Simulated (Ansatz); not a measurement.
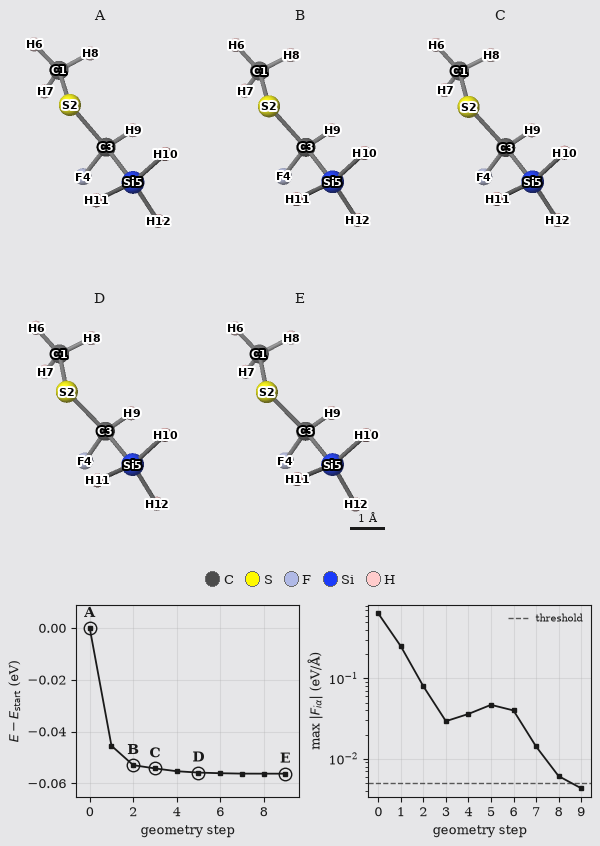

Frames of a relaxation of C₂H₇FSSi, marked on the history of the run. A ball-and-stick model, seen from a free direction.

The start comes from PBE-D4/def2-SVP.

Level of theory: Ansatz, RKS PBE0-D4/def2-TZVP.

Input
```yaml
crystal:
  periodic: [false, false, false]
  atoms:
    - {symbol: C, position_ang: [-1.289825, 1.155724, 1.558798]}
    - {symbol: S, position_ang: [0.370772, 0.591769, 1.055044]}
    - {symbol: C, position_ang: [-0.056943, -0.403156, -0.387451]}
    - {symbol: F, position_ang: [-0.712315, -1.597834, -0.042678]}
    - {symbol: Si, position_ang: [1.544244, -0.855392, -1.353690]}
    - {symbol: H, position_ang: [-1.169637, 1.712977, 2.507656]}
    - {symbol: H, position_ang: [-1.945998, 0.281915, 1.734975]}
    - {symbol: H, position_ang: [-1.737693, 1.826136, 0.797820]}
    - {symbol: H, position_ang: [-0.755009, 0.179205, -1.033804]}
    - {symbol: H, position_ang: [2.146866, 0.377939, -1.964166]}
    - {symbol: H, position_ang: [2.512706, -1.496553, -0.403694]}
    - {symbol: H, position_ang: [1.169631, -1.828030, -2.434911]}
basis:
  gaussian: {orbitals: def2-TZVP}
hamiltonian: {xc: pbe0, dispersion: d4}
relax: {f_tol: 0.005, max_steps: 150}
```

Command:
```bash
ansatz run in.yaml --threads 4 --pin off --events-out ev --progress --plain --max-ram 10444MiB
```

### What happens along the run?

After 9 geometry steps the energy has fallen by 0.056 eV. The largest force component goes from 0.64 to 0.0043 eV/Å. The largest move after the best rigid fit is that of S2, 0.16 Å. Largest moves by element: S 0.16 Å, H 0.14 Å, F 0.11 Å, C 0.04 Å, Si 0.03 Å. Among the contacts that change: S2–C3 1.804 → 1.774 Å, C1–S2 1.825 → 1.801 Å, C3–H9 1.115 → 1.096 Å, Si5–H10 1.502 → 1.484 Å. From step 0 to 2: H8 moves most (0.06 Å), energy −0.053 eV. From step 2 to 3: S2 moves most (0.02 Å), energy −0.001 eV. From step 3 to 5: S2 moves most (0.08 Å), energy −0.002 eV. From step 5 to 9: H atoms move most (0.04 Å), energy 0.000 eV.

```csv
step,"E − E(0), eV","largest force component, eV/Å"
0,0.0000,0.6411
1,-0.0455,0.2507
2,-0.0530,0.0796
3,-0.0542,0.0294
4,-0.0553,0.0361
5,-0.0558,0.0469
6,-0.0561,0.0399
7,-0.0562,0.0142
8,-0.0563,0.0061
9,-0.0563,0.0043
```
